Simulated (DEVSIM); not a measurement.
System: Schottky contact on p-type InP, at 300 K.

```
layer (left to right)  material  thickness (μm)  Na (cm⁻³)   τn (s)   τp (s)
---------------------  --------  --------------  ---------  -------  -------
1                           InP            19.0     3.8e16  3.3e-10  3.3e-10
2                           InP            2.90     1.2e18  3.3e-10  3.3e-10
```

Left contact: Schottky, work function 4.704 eV, emission velocity 1.9e6 cm/s. Right contact: ohmic. Voltage is applied to the left contact. Recombination: SRH at mid-gap. Mobility is μmin + (μ − μmin)/(1 + (N/Nref)^α).

The device is made up for the run: typed textbook-type constants, with dimensions and the other settings drawn at random. Values at 300 K.

```tsv
parameter	InP
gap (eV)	1.344
affinity (eV)	4.38
permittivity	12.5
Nc (cm⁻³)	5.7e17
Nv (cm⁻³)	1.1e19
μn (cm²/Vs)	5200
μp (cm²/Vs)	170
μn,min	400
μp,min	10
Nref,n	3e17
Nref,p	4.9e17
αn	0.47
αp	0.62
```

Simulated with DEVSIM: 1D drift-diffusion, Boltzmann statistics, complete ionisation; no tunnelling, impact ionisation, image-force lowering or self-heating. Metal contacts follow the ideal Schottky-Mott rule: no Fermi-level pinning, no interface dipoles.

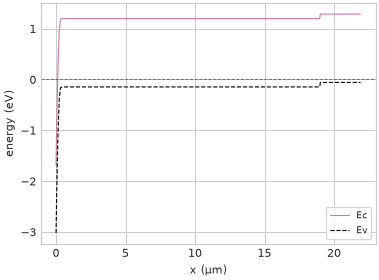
Figure: Band edges at 2.0 V on the left contact

Energies count from the Fermi level of the right contact; mesh points crowd at the junctions.

| x (μm) | Ec (eV) | Ev (eV) | n (cm⁻³) | p (cm⁻³) | field (V/cm) |
|---|---|---|---|---|---|
| 0.000 | -1.676 | -3.020 | 2.1e12 | < 1e2 | 180000 |
| 0.03487 | -1.092 | -2.436 | 800 | 1700 | 160000 |
| 0.1145 | -0.009 | -1.353 | 320 | 12000 | 110000 |
| 0.3154 | 1.177 | -0.167 | < 1e2 | 1.8e16 | 8400 |
| 1.081 | 1.198 | -0.147 | < 1e2 | 3.8e16 | ≈ 0 |
| 2.684 | 1.198 | -0.147 | < 1e2 | 3.8e16 | ≈ 0 |
| 6.607 | 1.198 | -0.147 | < 1e2 | 3.8e16 | ≈ 0 |
| 14.81 | 1.198 | -0.147 | < 1e2 | 3.8e16 | ≈ 0 |
| 17.23 | 1.198 | -0.147 | < 1e2 | 3.8e16 | ≈ 0 |
| 18.29 | 1.198 | -0.147 | < 1e2 | 3.8e16 | ≈ 0 |
| 18.73 | 1.198 | -0.147 | < 1e2 | 3.8e16 | ≈ 0 |
| 18.93 | 1.199 | -0.145 | < 1e2 | 4.1e16 | 930 |
| 18.99 | 1.226 | -0.118 | < 1e2 | 1.2e17 | 16000 |
| 19.01 | 1.286 | -0.058 | < 1e2 | 1.2e18 | 2700 |
| 19.09 | 1.287 | -0.057 | < 1e2 | 1.2e18 | ≈ 0 |
| 19.26 | 1.287 | -0.057 | < 1e2 | 1.2e18 | ≈ 0 |
| 19.66 | 1.287 | -0.057 | < 1e2 | 1.2e18 | ≈ 0 |
| 20.56 | 1.287 | -0.057 | < 1e2 | 1.2e18 | ≈ 0 |
| 21.50 | 1.287 | -0.057 | < 1e2 | 1.2e18 | ≈ 0 |
| 21.74 | 1.287 | -0.057 | < 1e2 | 1.2e18 | ≈ 0 |
| 21.85 | 1.287 | -0.057 | < 1e2 | 1.2e18 | ≈ 0 |
| 21.90 | 1.287 | -0.057 | < 1e2 | 1.2e18 | ≈ 0 |
